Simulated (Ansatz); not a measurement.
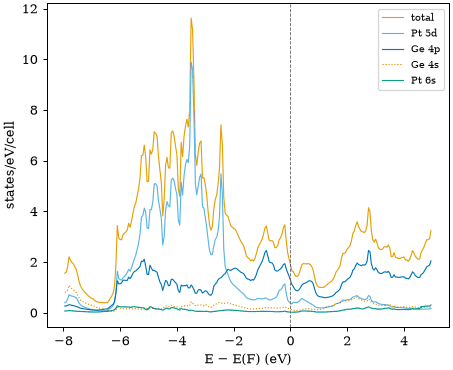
Figure: Total and projected density of states of Ge2Pt in space group Pnnm (No. 58; Ge on 4g, Pt on 2a), DFT-PBEsol in the program Ansatz with PAW potentials

**Question.** Which orbitals carry the states next to the Fermi level?

**Answer.** Within 0.5 eV of the Fermi level: Ge 4p 61 %, Pt 5d 28 %, Ge 4s 7 %. Projections are on Löwdin-orthogonalised atomic valence shells; empty p or d shells of many metals are not among them.

**Question.** Where is the tallest occupied peak in this window, and what makes it?

**Answer.** Near -3.5 eV, about 12 states/eV per cell; the largest projected share is Pt 5d.

The workflow started from a Materials Project entry (that database holds measured and hypothetical structures alike); the Crystallography Open Database files this formula in space group No. 58, but the cells were not matched. Its standing as an ambient phase is unchecked. Symmetry was held in the PBEsol relaxation; of distortions, only those at the zone centre were tested. The run is not spin-polarised. Spin–orbit coupling is left out wherever it is not named.

Potentials: the later of the program's two PAW sets.
